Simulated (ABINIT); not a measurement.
# Quasiparticle gap of AlN (F-43m) in ABINIT, part 2 of 2

Wanted: ground state, empty states, screening and self-energy for AlN (F-43m).

ABINIT 10.8.3; PBE and many-body steps on it, plane waves. Known limits of the many-body steps: not at the basis limit; coarse k mesh.

So far. Step 2 (Ground state): The gap is indirect, with the least direct gap 0.87 eV higher. Step 3 (Bands along the symmetry lines): The gap is 3.325 eV, as in the run before at this level.

## 4. Empty states on the mesh, 4×4×4 mesh, 23 bands

Level of this step: DFT, PBE, plane waves, norm-conserving pseudopotentials (ABINIT).

The sums over transitions need many empty states on a uniform mesh; this step solves for them.

File run.abi:

```
acell 3*1.0 Angstrom
rprim 
  -0.000000000000 2.183993559600 2.183993559600
  2.183993559600 -0.000000000000 2.183993559600
  2.183993559600 2.183993559600 -0.000000000000
ntypat 2
znucl 13 7
natom 2
typat 1 2
xred 
  0.000000000000 0.000000000000 0.000000000000
  0.750000000000 0.750000000000 0.750000000000
pp_dirpath "pseudos"
pseudos "Al.upf, N.upf"
ecut 36
ngkpt 4 4 4
nshiftk 1
shiftk 0 0 0
kptopt 1
chksymbreak 0
iscf -2
irdden 1
istwfk *1
nband 23
nbdbuf 4
tolwfr 1e-09
nstep 60
prtvol 0
indata_prefix "in"
outdata_prefix "out"
tmpdata_prefix "tmp"
```

The run is started by

```console
> OMP_NUM_THREADS=1 mpirun -n 4 abinit run.abi > log
```

Numbers of over 12 decimals in the logs are rounded to 6 here.

What it wrote:

```text
.Version 10.8.3 of ABINIT. v10.8.2 released Aug 2026.

 Symmetries : space group F-4 3 m (#216); Bravais cF (face-center cubic)
[... echo of the input left out ...]
== DATASET  1 ==================================================================
-   mpi_nproc: 4, omp_nthreads: 1 (-1 if OMP is not activated)

--- !DatasetInfo
iteration_state: {dtset: 1, }
dimensions: {natom: 2, nkpt: 8, mband: 23, nsppol: 1, nspinor: 1, nspden: 1, mpw: 1475, }
cutoff_energies: {ecut:  36.0, pawecutdg:  -1.0, }
electrons: {nelect:   8.00000000E+00, charge:   0.00000000E+00, occopt:   1.00000000E+00, tsmear:   1.00000000E-02, }

 Real(R)+Recip(G) space primitive vectors, cartesian coordinates (Bohr,Bohr^-1):
 R(1)=  0.0000000  4.1271497  4.1271497  G(1)= -0.1211490  0.1211490  0.1211490
 R(2)=  4.1271497  0.0000000  4.1271497  G(2)=  0.1211490 -0.1211490  0.1211490
 R(3)=  4.1271497  4.1271497  0.0000000  G(3)=  0.1211490  0.1211490 -0.1211490
 Unit cell volume ucvol=  1.4059849E+02 bohr^3
 Angles (23,13,12)=  6.00000000E+01  6.00000000E+01  6.00000000E+01 degrees

 getcut: wavevector=  0.0000  0.0000  0.0000  ngfft=  32  32  32
         ecut(hartree)=     36.000   => boxcut(ratio)=   2.02987

--- Pseudopotential description ------------------------------------------------
- Al Generated using ONCVPSP code by D. R. Hamann
- 13.00000   3.00000  171031                  znucl, zion, pspdat
12 -101130 2 -1 1876                          pspcod,pspxc,lmax,lloc,mmax
     nproj     2     2     2
  pspatm : epsatm=    4.08140545
         --- l  ekb(1:nproj) -->
             0    5.126667    0.728291
             1    7.287548    0.832437
             2   -2.770497   -0.637722
 pspatm: atomic psp has been read  and splines computed

- N Generated using ONCVPSP code by D. R. Hamann
-  7.00000   5.00000  171031                  znucl, zion, pspdat
12 -101130 1 -1 1058                          pspcod,pspxc,lmax,lloc,mmax
     nproj     2     2     0
  pspatm : epsatm=    5.20977870
         --- l  ekb(1:nproj) -->
[...]
pspatm: atomic psp has been read  and splines computed

--------------------------------------------------------------------------------

================================================================================
 prteigrs : about to open file out_EIG
 Non-SCF case, kpt    1 (  0.00000  0.00000  0.00000), residuals and eigenvalues=
  2.90E-10  1.32E-10  2.39E-10  5.21E-10  4.90E-10  3.78E-11  5.33E-11  1.50E-10
  1.06E-10  5.40E-10  7.57E-11  2.75E-10  8.19E-10  4.15E-11  3.11E-10  1.29E-10
  4.15E-10  6.50E-10  5.34E-10  5.12E-10  5.81E-08  4.18E-09  8.30E-09
 -3.6046E-01  1.8958E-01  1.8958E-01  1.8958E-01  3.4363E-01  6.5223E-01
  6.5223E-01  6.5223E-01  8.4170E-01  8.4170E-01  8.9101E-01  8.9101E-01
  8.9101E-01  9.6680E-01  1.1470E+00  1.4588E+00  1.4588E+00  1.4588E+00
  1.8354E+00  1.8354E+00  1.8354E+00  1.8966E+00  1.8966E+00
 prteigrs : prtvol=0 or 1, do not print more k-points.

--- !ResultsGS
iteration_state: {dtset: 1, }
comment   : Summary of ground state results
lattice_vectors:
- [ -0.0000000,   4.1271497,   4.1271497, ]
- [  4.1271497,  -0.0000000,   4.1271497, ]
- [  4.1271497,   4.1271497,  -0.0000000, ]
lattice_lengths: [   5.83667,    5.83667,    5.83667, ]
lattice_angles: [ 60.000,  60.000,  60.000, ] # degrees, (23, 13, 12)
lattice_volume:   1.4059849E+02
convergence: {deltae:  0.000E+00, res2:  0.000E+00, residm:  9.821E-10, diffor:  0.000E+00, }
etotal    :  -1.27923967E+01
entropy   :   0.00000000E+00
fermie    :   1.89575042E-01
cartesian_stress_tensor: null
pressure_GPa: null
xred      :
- [  0.0000E+00,   0.0000E+00,   0.0000E+00, Al]
- [  7.5000E-01,   7.5000E-01,   7.5000E-01,  N]
cartesian_forces: null
force_length_stats: {min: null, max: null, mean: null, }

 Integrated electronic density in atomic spheres:
 ------------------------------------------------
 Atom  Sphere_radius  Integrated_density
[...]
================================================================================

 ----iterations are completed or convergence reached----

 Mean square residual over all n,k,spin=   41.216E-11; max=  98.209E-11
 reduced coordinates (array xred) for    2 atoms
       0.000000000000      0.000000000000      0.000000000000
       0.750000000000      0.750000000000      0.750000000000

 cartesian coordinates (angstrom) at end:
    1      0.000000     0.000000     0.000000
    2      3.275990     3.275990     3.275990
 length scales=  1.889726125908  1.889726125908  1.889726125908 bohr
              =  1.000000000000  1.000000000000  1.000000000000 angstroms
 prteigrs : about to open file out_EIG
 Eigenvalues (hartree) for nkpt=   8  k points:
 kpt#   1, nband= 23, wtk=  0.01563, kpt=  0.0000  0.0000  0.0000 (reduced coord)
  -0.36046    0.18958    0.18958    0.18958    0.34363    0.65223    0.65223    0.65223
   0.84170    0.84170    0.89101    0.89101    0.89101    0.96680    1.14704    1.45884
   1.45884    1.45884    1.83537    1.83537    1.83537    1.89660    1.89660
 prteigrs : prtvol=0 or 1, do not print more k-points.

== END DATASET(S) ==============================================================
================================================================================

 -outvars: echo values of variables after computation  --------
            nband          23
             nkpt           8
          spgroup         216
 [... the other variables as echoed above ...]

 Calculation completed.
```

Run time: 2.9 s. Hardware: 4 MPI ranks of Intel Xeon 6975P-C (Granite Rapids), shared host; peak memory 0.07 GiB; 11 s of CPU time.

This step gave:

* gap: 3.325 eV
* k of the valence top: 0, 0, 0
* k of the conduction bottom: 0.5, 0.5, 0
* least direct gap: 4.192 eV
* k points computed: 8
* lowest point of the top converged band, above the valence top: 36.52 eV

On this mesh the gap is 3.325 eV.

## 5. Screening, 4×4×4 mesh, 19 bands, screening to 108.8 eV

The RPA dielectric matrix is built and inverted for each q.

This step: RPA screening on PBE, plane waves, norm-conserving pseudopotentials.

run.abi: that of step 4 with these lines changed.

```diff
@@ -20,10 +20,11 @@
 chksymbreak 0
-iscf -2
-irdden 1
 istwfk *1
-nband 23
-nbdbuf 4
-tolwfr 1e-09
-nstep 60
-prtvol 0
+occopt 1
+irdwfk 1
+optdriver 3
+nband 19
+ecuteps 4
+inclvkb 2
+awtr 1
+symchi 1
 indata_prefix "in"
```

What it wrote:

```text
.Version 10.8.3 of ABINIT. v10.8.2 released Aug 2026.

 Symmetries : space group F-4 3 m (#216); Bravais cF (face-center cubic)
[... echo of the input left out ...]
== DATASET  1 ==================================================================
-   mpi_nproc: 4, omp_nthreads: 1 (-1 if OMP is not activated)

--- !DatasetInfo
iteration_state: {dtset: 1, }
dimensions: {natom: 2, nkpt: 8, mband: 19, nsppol: 1, nspinor: 1, nspden: 1, mpw: 1475, }
cutoff_energies: {ecut:  36.0, pawecutdg:  -1.0, }
electrons: {nelect:   8.00000000E+00, charge:   0.00000000E+00, occopt:   1.00000000E+00, tsmear:   1.00000000E-02, }

 SCREENING: Calculation of the susceptibility and dielectric matrices

 Based on a program developped by R.W. Godby, V. Olevano, G. Onida, and L. Reining.
 Incorporated in ABINIT by V. Olevano, G.-M. Rignanese, and M. Torrent.
.Using double precision arithmetic ; gwpc =  8

[... cell and pseudopotentials left out ...]
--------------------------------------------------------------------------------

 ==== K-mesh for the wavefunctions ====
 Number of points in the irreducible wedge :     8
[... list of points left out ...]
 Together with 24 symmetry operations and time-reversal symmetry
 yields    64 points in the full Brillouin Zone.

 ==== Q-mesh for the screening function ====
 Number of points in the irreducible wedge :     8
[... list of points left out ...]
 Together with 24 symmetry operations and time-reversal symmetry
 yields    64 points in the full Brillouin Zone.

 setmesh: FFT mesh size selected  =    24x   24x   24
          total number of points  =        13824

 vcoul_init : cutoff-mode = AUXILIARY_FUNCTION
 q-points for optical limit:   1
     1)      0.000010    0.000020    0.000030

- screening: taking advantage of time-reversal symmetry
- Maximum band index for partially occupied states nbvw = 4
- Remaining bands to be divided among processors   nbcw = 15
- Number of bands treated by each node ~3

 Number of electrons calculated from density =    8.0000; Expected =    8.0000
 average of density, n =  0.056900
 r_s =    1.6129
 omega_plasma =   23.0097 [eV]

 calculating chi0 at frequencies [eV] :
  1    0.000000E+00    0.000000E+00
  2    0.000000E+00    2.300966E+01

--------------------------------------------------------------------------------
  q-point number  1        q = ( 0.000000, 0.000000, 0.000000) [r.l.u.]
--------------------------------------------------------------------------------
[... chi0 elements left out ...]
 For q-point:  0.000010 0.000020 0.000030
  dielectric constant =   4.8736
  dielectric constant without local fields =   5.3174

  Average fulfillment of the sum rule on Im[epsilon] for q-point    1 :     36.45  [%]
[... wings left out ...]
  q-point number  2        q = ( 0.250000, 0.000000, 0.000000) [r.l.u.]
--------------------------------------------------------------------------------
[... chi0 elements left out ...]
  Average fulfillment of the sum rule on Im[epsilon] for q-point    2 :     69.08  [%]

 [... 6 further q-points ...]
```

It took 3 s on 4 MPI ranks; peak memory 0.09 GiB.

This step gave:

```yaml
eps_infinity_with_local_fields_on_this_mesh_along_the_program_s_q_direction: 4.874
the_same_without_local_fields: 5.317
plasma_frequency: 23.01 eV
plane_waves_in_the_screening_matrix: 59
```

Local fields lower ε∞ by 8 %. On a Γ-centred mesh this coarse the value itself is usually too large, while a short band sum pulls it down.

## 6. Self-energy, 4×4×4 mesh, 19 bands, screening to 108.8 eV

The self-energy is evaluated for the states that the input lists, and the levels follow from it, in one-shot runs by the linearised quasiparticle equation.

This step: G0W0 on PBE, plane waves, norm-conserving pseudopotentials.

run.abi: that of step 5 with these lines changed.

```diff
@@ -23,8 +23,17 @@
 irdwfk 1
-optdriver 3
+optdriver 4
 nband 19
+gwcalctyp 0
+ecutsigx 36
+symsigma 1
+nkptgw 2
+kptgw 
+  0.0000000000 0.0000000000 0.0000000000
+  0.5000000000 0.5000000000 0.0000000000
+bdgw 
+  2 8
+  3 6
 ecuteps 4
-inclvkb 2
-awtr 1
-symchi 1
+irdscr 1
+ppmodel 1
 indata_prefix "in"
```

What it wrote:

```text
.Version 10.8.3 of ABINIT. v10.8.2 released Aug 2026.

 Symmetries : space group F-4 3 m (#216); Bravais cF (face-center cubic)
[... echo of the input left out ...]
== DATASET  1 ==================================================================
-   mpi_nproc: 4, omp_nthreads: 1 (-1 if OMP is not activated)

--- !DatasetInfo
iteration_state: {dtset: 1, }
dimensions: {natom: 2, nkpt: 8, mband: 19, nsppol: 1, nspinor: 1, nspden: 1, mpw: 1475, }
cutoff_energies: {ecut:  36.0, pawecutdg:  -1.0, }
electrons: {nelect:   8.00000000E+00, charge:   0.00000000E+00, occopt:   1.00000000E+00, tsmear:   1.00000000E-02, }

 SIGMA: Calculation of the GW corrections

 Based on a program developped by R.W. Godby, V. Olevano, G. Onida, and L. Reining.
 Incorporated in ABINIT by V. Olevano, G.-M. Rignanese, and M. Torrent.
.Using double precision arithmetic ; gwpc =  8

[... cell and pseudopotentials left out ...]
--------------------------------------------------------------------------------

 ==== K-mesh for the wavefunctions ====
 Number of points in the irreducible wedge :     8
[... list of points left out ...]
 Together with 24 symmetry operations and time-reversal symmetry
 yields    64 points in the full Brillouin Zone.

 ==== Q-mesh for screening function ====
 Number of points in the irreducible wedge :     8
[... list of points left out ...]
 Together with 24 symmetry operations and time-reversal symmetry
 yields    64 points in the full Brillouin Zone.

 vcoul_init : cutoff-mode = AUXILIARY_FUNCTION
 q-points for optical limit:   1
     1)      0.000010    0.000020    0.000030
 setmesh: FFT mesh size selected  =    32x   32x   32
          total number of points  =        32768

 Number of electrons calculated from density =    8.0000; Expected =    8.0000
 average of density, n =  0.056900
 r_s =    1.6129
 omega_plasma =   23.0097 [eV]

 === KS Band Gaps ===
  >>>> For spin  1
   Minimum direct gap =   4.1921 [eV], located at k-point      :   0.0000  0.0000  0.0000
   Fundamental gap    =   3.3248 [eV], Top of valence bands at :   0.0000  0.0000  0.0000
                                       Bottom of conduction at :   0.5000  0.5000  0.0000
 SIGMA fundamental parameters:
 PLASMON POLE MODEL  1
 number of plane-waves for SigmaX                 1459
 number of plane-waves for SigmaC and W             59
 number of plane-waves for wavefunctions          1459
 number of bands                                    19
 number of independent spin polarizations            1
 number of spinorial components                      1
 number of k-points in IBZ                           8
 number of q-points in IBZ                           8
 number of symmetry operations                      24
 number of k-points in BZ                           64
 number of q-points in BZ                           64
 number of frequencies for dSigma/dE                 9
 frequency step for dSigma/dE [eV]                0.25
 number of omega for Sigma on real axis              0
 max omega for Sigma on real axis  [eV]           0.00
 zcut for avoiding poles [eV]                     0.10

 EPSILON^-1 parameters (SCR file):
 dimension of the eps^-1 matrix on file             59
 dimension of the eps^-1 matrix used                59
 number of plane-waves for wavefunctions          1459
 number of bands                                    19
 number of q-points in IBZ                           8
 number of frequencies                               2
 number of real frequencies                          1
 number of imag frequencies                          1

 matrix elements of self-energy operator (all in [eV])

 Perturbative Calculation

--- !SelfEnergy_ee
iteration_state: {dtset: 1, }
kpoint     : [   0.000,    0.000,    0.000, ]
spin       : 1
KS_gap     :    4.192
QP_gap     :    5.403
Delta_QP_KS:    1.211
data: !SigmaeeData |
     Band     E0 <VxcDFT>   SigX SigC(E0)      Z dSigC/dE  Sig(E)    E-E0       E
        2   5.159 -16.969 -21.026   3.831   0.792  -0.262 -17.148  -0.179   4.979
        3   5.159 -16.969 -21.026   3.831   0.792  -0.262 -17.148  -0.179   4.979
        4   5.159 -16.969 -21.026   3.831   0.792  -0.262 -17.148  -0.179   4.979
        5   9.351 -12.519  -7.849  -3.411   0.819  -0.221 -11.488   1.032  10.382
        6  17.748  -9.879  -4.051  -4.362   0.822  -0.216  -8.673   1.206  18.954
        7  17.748  -9.879  -4.051  -4.362   0.822  -0.216  -8.673   1.206  18.954
        8  17.748  -9.879  -4.051  -4.362   0.822  -0.216  -8.673   1.206  18.954

--- !SelfEnergy_ee
iteration_state: {dtset: 1, }
kpoint     : [   0.500,    0.500,    0.000, ]
spin       : 1
KS_gap     :    5.100
QP_gap     :    6.401
Delta_QP_KS:    1.300
data: !SigmaeeData |
     Band     E0 <VxcDFT>   SigX SigC(E0)      Z dSigC/dE  Sig(E)    E-E0       E
        3   3.383 -15.437 -20.140   3.995   0.787  -0.270 -15.994  -0.557   2.826
        4   3.383 -15.437 -20.140   3.995   0.787  -0.270 -15.994  -0.557   2.826
        5   8.483  -9.184  -4.869  -3.427   0.837  -0.194  -8.441   0.743   9.226
        6  13.810  -9.447  -4.311  -3.830   0.841  -0.189  -8.349   1.098  14.908

== END DATASET(S) ==============================================================
================================================================================

 -outvars: echo values of variables after computation  --------
           etotal      0.0000000000E+00
            nband          19
             nkpt           8
          spgroup         216
 [... the other variables as echoed above ...]

 Calculation completed.
```

The job ended after 2.4 s (4 MPI ranks; peak memory 0.1 GiB; 9 s of CPU time).

This step gave:

```yaml
g0w0_gap_on_the_points_computed: 4.247 eV
starting_gap_on_the_mesh: 3.325 eV
k_of_the_valence_top: 0, 0, 0
k_of_the_conduction_bottom: 0.5, 0.5, 0
z_at_the_valence_top: 0.792
z_at_the_conduction_bottom: 0.837
least_direct_g0w0_gap_on_the_computed_points: 5.403 eV
```

The gap on the mesh goes from 3.32 eV to 4.25 eV, a correction of +0.92 eV.

Limits: finite bands, cutoff and mesh; coarse k mesh. v1 is the top filled band, c1 the lowest empty one. The levels before and after the correction (eV, zero at the valence-band top of each column):

```csv
,conduction bottom,valence top
Kohn-Sham,3.32,0.00
G0W0,4.25,0.00
```

|  | level | energy (eV) |
| --- | --- | --- |
| Kohn-Sham | Γ v3-v1 | 0.000 |
| Kohn-Sham | Γ c1 | 4.192 |
| Kohn-Sham | Γ c2-c4 | 12.589 |
| Kohn-Sham | (0.5 0.5 0) v2-v1 | -1.776 |
| Kohn-Sham | (0.5 0.5 0) c1 | 3.325 |
| Kohn-Sham | (0.5 0.5 0) c2 | 8.652 |
| G0W0 | Γ v3-v1 | 0.000 |
| G0W0 | Γ c1 | 5.403 |
| G0W0 | Γ c2-c4 | 13.975 |
| G0W0 | (0.5 0.5 0) v2-v1 | -2.153 |
| G0W0 | (0.5 0.5 0) c1 | 4.247 |
| G0W0 | (0.5 0.5 0) c2 | 9.929 |

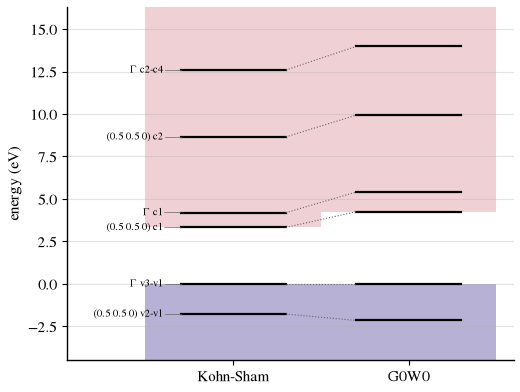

Levels before and after the correction. Shaded: valence and conduction bands.

## 7. Where the time went

Times are wall times on 4 MPI ranks of Intel Xeon 6975P-C (Granite Rapids), shared host, good to a factor of about two.

```
                          step   time  share  memory (GiB)
                  ground state  4.8 s   28 %          0.29
bands along the symmetry lines  4.4 s   25 %          0.27
      empty states on the mesh  2.9 s   16 %          0.07
                     screening    3 s   17 %          0.09
                   self-energy  2.4 s   14 %           0.1
```

## 8. Results

| Item | Value |
| --- | --- |
| PBE gap | 3.32 eV, indirect |
| G0W0 gap on the mesh | 4.25 eV |
| GW settings | 4×4×4 mesh, 19 bands, screening to 108.8 eV, Godby-Needs plasmon pole |
| known limits | not at the basis limit; coarse k mesh |

In words: G0W0 moves the gap on the mesh from 3.32 eV to 4.25 eV (+0.92 eV), with Z of 0.79 and 0.84 at the edges. Local fields lower the RPA ε∞ on this mesh from 5.32 to 4.87; a Γ-centred mesh this coarse tends to raise both, most where the direct gap is narrow, while a short band sum lowers them. Only 2 of the mesh's irreducible points were corrected, so a valley elsewhere could overtake. Bands and cutoff are finite, so the gap is not at the basis limit. The miss can reach some tenths of an eV and take either sign; the mesh is an error of its own. In the G0W0 run levels were corrected at 2 k points alone, so a gap called «on the mesh» is the least over those, and an edge elsewhere would be missed. The 4×4×4 mesh is coarse for this cell, which bears on the long-range parts of exchange and screening.

[Paths, hosts, dates, memory and timing lines, banners, echoed tables and standing remarks are left out of the program output.]

[Logs are printed without paths, hosts, clocks, repeated set-up lines and the standing remarks that a program may print on its own settings, such as how far it seeks lower states.]

[Runs of the session that timed out or met a known fault of the program may be left out.]

[Hosts, paths, dates, database ids (printed as entryN), source tags and the programs' standing remarks are cut or masked in the printed files.]

[G0W0 gaps are taken among the corrected bands and points alone; a level outside them can change the order at an edge.]

[Where Ansatz stands beside ABINIT at settings called matched, ABINIT's density can come from a denser mesh and the files from another edition; pairs whose starting gaps differed by over 0.03 eV were left out, so agreement reads better than it is.]
